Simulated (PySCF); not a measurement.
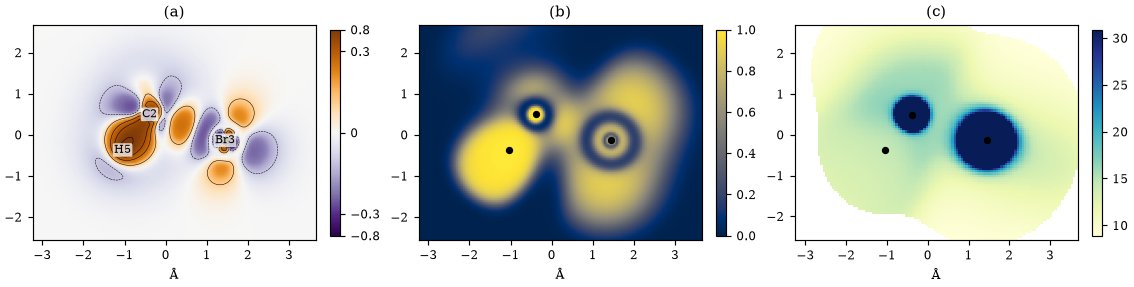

*CH2Br2, SMILES `BrCBr`. Three fields in the plane of C2, Br3 and H5. (a): orange positive, purple negative.*

Method: PBE0/def2-TZVP; geometry: GFN2-xTB; program: PySCF. No frequency check shows the geometry to be a minimum. GFN2-xTB bond lengths at metals and heavier atoms can be off by up to 0.1 Å and shapes distorted, which carries into these values.

### The panels show, in some order, the average local ionisation energy, deformation density and electron localisation function (ELF). Which is which?

(a) is the deformation density: it has both signs, with gains where valence electrons gather and losses around them. (b) is the electron localisation function (ELF): it runs from 0 to 1 and is close to 1 over wide basins that fill the valence regions. (c) is the average local ionisation energy: it is high near the heavier nuclei and lowest where loosely bound electrons reach out.
